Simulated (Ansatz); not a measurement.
The end point of a relaxation of Ge. All values below come from r2SCAN (plane waves to 500 eV, PAW, scalar-relativistic; Ansatz, an electronic-structure program).

Fd-3m, origin choice 1 (No. 227), cF8, diamond type; a = b = c = 5.6727 Å, α = β = γ = 90.00°.

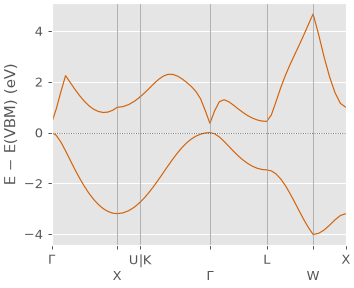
Figure: Highest filled and lowest empty band along the path of this cell's Brillouin zone

Problem. Read off the gap and say whether it is direct.

Solution. 0.37 eV, direct at Γ (no spin-orbit coupling).

Problem. How far does the top valence band disperse along this path?

Solution. About 4.0 eV.

No spin polarisation in the result.

Measured for Ge: a 5.644 Å (static lattice; corrected from measurement; as listed in Daniel Mejia-Rodriguez, S. B. Trickey, Phys. Rev. B (2018)); gap 0.792 eV (static lattice; corrected from measurement; as listed in Anna Miglio et al., npj Computational Materials (2020)). Computed minus measured — a: r2SCAN +0.5 %; gap: r2SCAN -0.43 eV. The computed values are for a static lattice, and a measured gap can be an optical one, lowered by exciton binding.

The run could not lose the symmetry of its start; a randomly shaken copy of 2 atoms returns to this structure.

All atoms sit on sites fixed by symmetry, so only the cell could relax.
